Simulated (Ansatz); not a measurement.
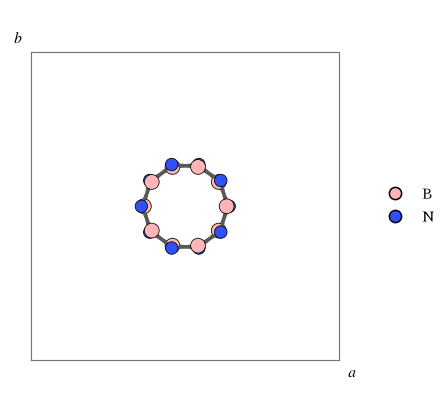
*1 relaxed period of a body that repeats along c, seen along c; the cell edge a is 15.0 Å long*

These are PBE (plane waves to 420 eV, PAW; Ansatz, an electronic-structure program) values and carry that method's errors. Mesh 1×1×8. No spin polarisation. It repeats along c; a and b span vacuum. A model structure. Symmetry and one short period hold its shape; lower forms weren't sought.

Question: What is drawn, and how wide is it?

Answer: This is not unique; one that fits is (5,0) BN nanotube. An idealised model, rolled from the flat sheet.
It measures about 4 Å across, from nucleus to nucleus.
